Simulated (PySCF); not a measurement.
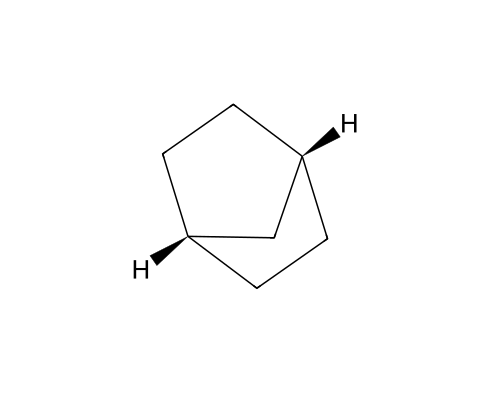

Skeletal drawing of a molecule.

Question: Give its SMILES.

Answer: C1C[C@H]2CC[C@@H]1C2

Question: Give the formula, hydrogens included.

Answer: C7H12.

Question: An optimisation with GFN2-xTB gave a structure of which point group?

Answer: C2v.

The parts below concern this one geometry. Atoms keep their numbers from picture to picture. The geometry was computed by an optimisation with GFN2-xTB. No frequency run is at hand to confirm it as a minimum.

### Geometry

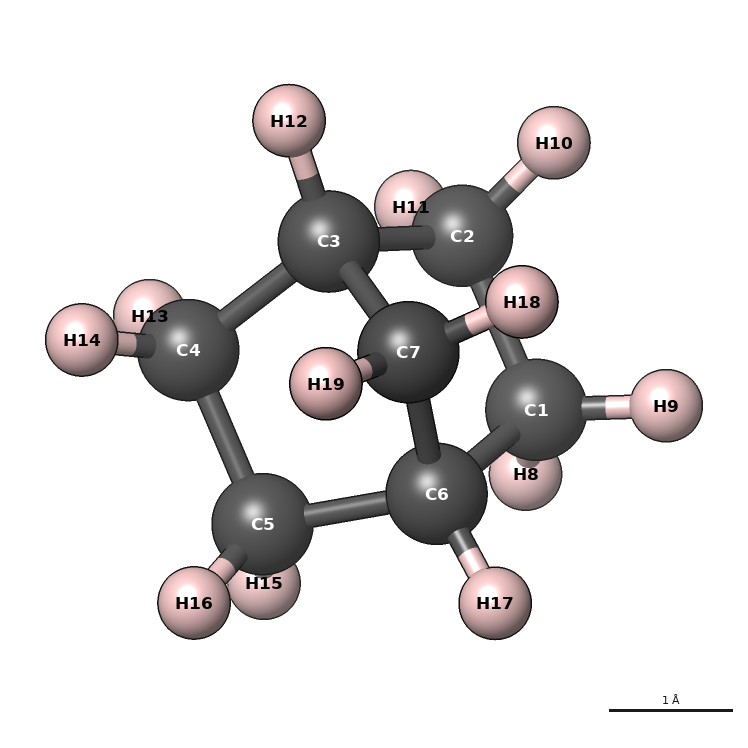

Atoms carry their numbers in the input. No frequency run is at hand to confirm it as a minimum.

What are the angles C2–C1–C6, C2–C1–H8, C2–C1–H9, C6–C1–H8, C6–C1–H9, C2–C3–C4, C2–C3–C7, C2–C3–H12, C7–C3–H12, C3–C7–C6, C3–C7–H18?

```
    angle  degrees
 C2–C1–C6    103.1
 C2–C1–H8    112.4
 C2–C1–H9    111.1
 C6–C1–H8    111.8
 C6–C1–H9    110.6
 C2–C3–C4    108.3
 C2–C3–C7    101.7
C2–C3–H12    113.7
C7–C3–H12    116.5
 C3–C7–C6     94.0
C3–C7–H18    113.2
```

### Ring current

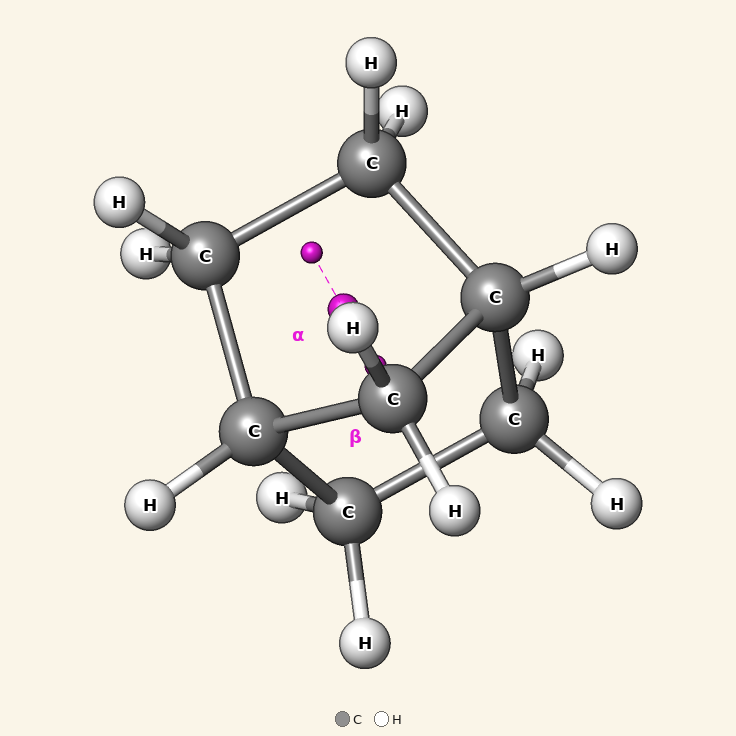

The small points mark where nucleus-independent chemical shifts (NICS) were computed: at the centre of each lettered ring and 1 Å above and below it. No frequency run is at hand to confirm it as a minimum. Method: GIAO PBE0/pcSseg-1 NMR shielding, non-relativistic, gas phase (PySCF 2.14.0).

Give NICS(0), NICS(1) and the out-of-plane component NICS(1)zz for each ring (means of the two sides).

| ring | members | NICS(0) | NICS(1) | NICS(1)zz |
| --- | --- | --- | --- | --- |
| α | C5 | −9.1 | −6.8 | −8.6 |
| β | C5 | −9.1 | −6.8 | −8.6 |

Values in ppm.

### NMR shielding

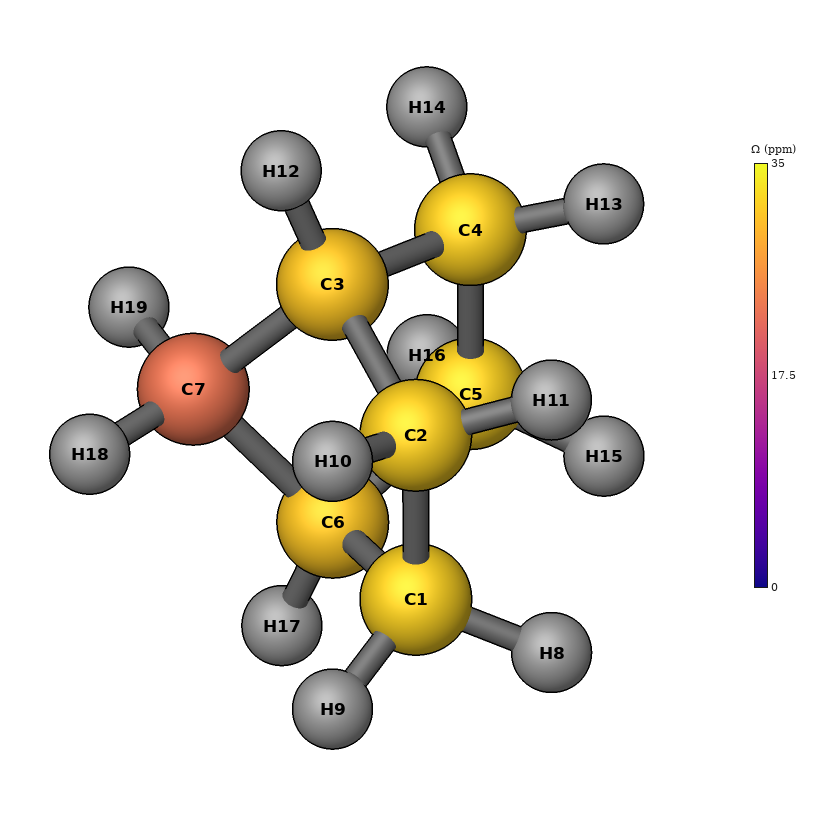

The C atoms are coloured by the span of their shielding tensor. No frequency run is at hand to confirm it as a minimum. Level of theory: GIAO PBE0/pcSseg-1 NMR shielding, non-relativistic, gas phase (PySCF 2.14.0). Principal shieldings σ11 ≤ σ22 ≤ σ33, span Ω = σ33 − σ11, skew κ = 3(σiso − σ22)/Ω.

Give the shielding tensors of the C atoms.

```tsv
atom	σ11	σ22	σ33	σiso	Ω	κ
C1, C2, C4…	142.3	146.9	174.1	154.4	31.8	0.71
C3, C6	136.2	138.0	167.0	147.1	30.8	0.88
C7	135.1	148.1	158.2	147.1	23.1	−0.12
```

Shieldings and span in ppm.

### Electronic properties

No frequency run is at hand to confirm it as a minimum. Properties computed with PBE0/def2-SVPD, gas phase (PySCF 2.14.0). Excitations: vertical, linear response.

Question: Give the HOMO energy (Kohn–Sham orbital) at this level.

Answer: −8.10 eV.

Question: Give the mean static polarisability at this level.

Answer: 75.1 bohr³.

Question: Give the dipole moment at this level.

Answer: 0.09 D.

Question: What is the LUMO energy (Kohn–Sham orbital)?

Answer: 0.70 eV.
